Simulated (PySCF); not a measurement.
# Si3H8O4: electronic excitations

Wanted: the electronic excitations of Si3H8O4 (`O[SiH](O)O[SiH2]O[SiH3]`), by calculation.

Programs: PySCF 2.14.0, with density-fitted response routines of our own. Each step states its level of theory. These are calculated values for one molecule in the gas phase, unless marked as measured. Atoms count from 0, in the outputs and in this text.

## Step 1: Starting geometry

15 atoms, charge 0, multiplicity 1; geometry from: GFN2-xTB.

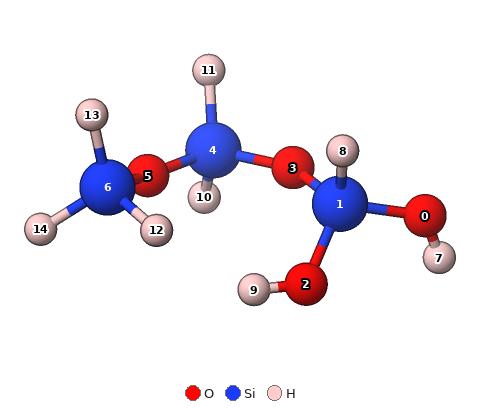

As it starts; oxygen red, silicon blue, hydrogen pink, atoms numbered.

## Step 2: Excited states and response: B3LYP/def2-SVPD

The job: settings as JSON, then the geometry in Å.

```
{"job": {"kind": "uv", "xc": "B3LYP", "basis": "def2-SVPD", "nstates": 8, "ntriplets": 3}, "charge": 0, "multiplicity": 1}
O     -3.265855     0.937860    -0.004521
Si    -1.667896     0.848050    -0.179061
O     -1.362498     0.235839    -1.651632
O     -1.027599    -0.111909     0.970782
Si     0.219901    -0.989730     1.480200
O      1.472262    -0.828947     0.457770
Si     2.464108    -0.051755    -0.551491
H     -3.833131     0.244076    -0.331921
H     -1.188067     2.197089     0.030144
H     -0.479033    -0.047760    -1.871122
H     -0.144402    -2.396704     1.395990
H      0.615272    -0.457973     2.774836
H      1.669710     0.585129    -1.611644
H      3.210062     0.953802     0.200916
H      3.312754    -1.109078    -1.095228
```

With the program's defaults for keys left out, this is: TDDFT B3LYP/def2-SVPD, vertical, gas phase, core orbitals frozen in the response.

The run is started by

```console
$ OMP_NUM_THREADS=1 python probes_run.py task.json out
```

One launch serves the whole session: the jobs run in the order shown.

Predict these results of the whole session: lowest singlet (B3LYP/def2-SVPD); brightest single state of those computed; lowest triplet.

The runs gave:

| quantity | value |
| --- | --- |
| lowest singlet (B3LYP/def2-SVPD) | 6.93 eV (179 nm), f = 0.004 |
| brightest single state of those computed | state 7, 8.01 eV, f = 0.022 |
| lowest triplet | 6.72 eV |

In words: The first singlet state (HOMO→LUMO 0.95) lies at 6.93 eV and is weak; of the 8 states computed, the strongest absorption comes from states 6 to 7 together at 8.01 eV. The lowest triplet lies 0.20 eV below the lowest singlet (triplets in Tamm-Dancoff, singlets in full TDDFT).
